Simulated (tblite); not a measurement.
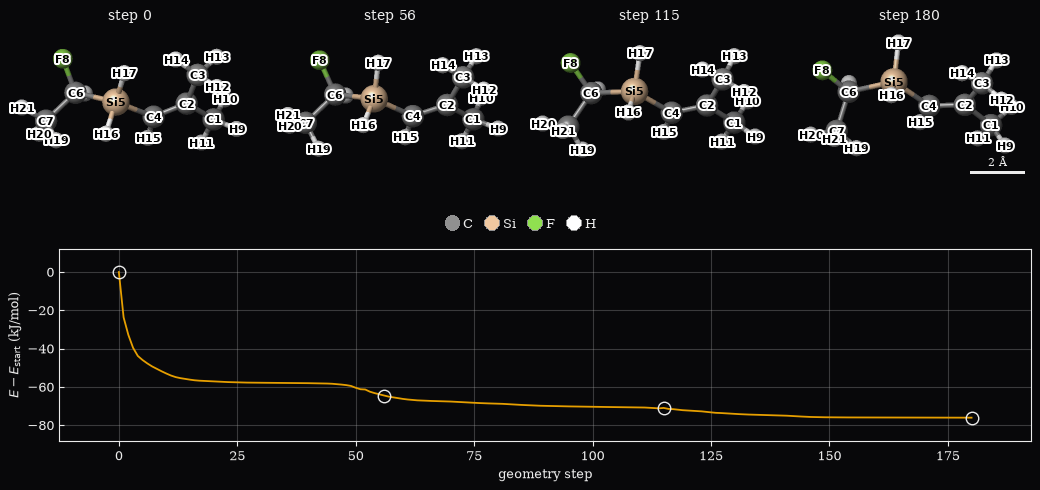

Frames of a relaxation of C₆H₁₃FSi, marked on the history of the run. Style: ball-and-stick. Shown from a free direction.

Method: GFN2-xTB geometry optimisation, gas phase in tblite. 

### Describe the path.

An H atom moves most after the best rigid fit: 1.75 Å. By element the largest moves are H 1.75 Å, F 0.92 Å, Si 0.77 Å, C 0.56 Å. Near-neighbour distances that change, for instance: C–Si 1.865 → 1.923 Å, C–H 1.146 → 1.090 Å, C–Si 1.824 → 1.876 Å, C–H 1.118 → 1.089 Å. Among the angles between lasting bonds that change: C–Si–H 105.9° → 112.9°, C–Si–H 113.6° → 107.0°, C–C–C 115.8° → 122.4°. Groups turn about C–C by about 55°, C–Si by about 50°, C–Si by about 50°. Over 180 geometry steps the energy falls by 76.0 kJ/mol. Cost: 1.2 s on 1 thread of Arm Neoverse V2, on a shared host. From step 0 to 56: an H atom moves most (0.68 Å), energy −64.5 kJ/mol. From step 56 to 115: an H atom moves most (0.84 Å), energy −6.46 kJ/mol. From step 115 to 180: an H atom moves most (0.65 Å), energy −5.10 kJ/mol.

```
step  E − E(0), kJ/mol
   0              0.00
   1            -23.64
   2            -32.79
   3            -39.55
   4            -43.79
   5            -45.92
   6            -47.68
   7            -49.24
   8            -50.51
   9            -51.78
  10            -52.95
  19            -56.96
  28            -57.75
  37            -57.94
  46            -58.51
  55            -63.85
  64            -67.09
  73            -68.02
  82            -68.95
  91            -69.91
  99            -70.36
 108            -70.57
 117            -71.57
 126            -73.49
 135            -74.52
 144            -75.42
 153            -75.89
 162            -75.94
 171            -75.99
 180            -76.02
```
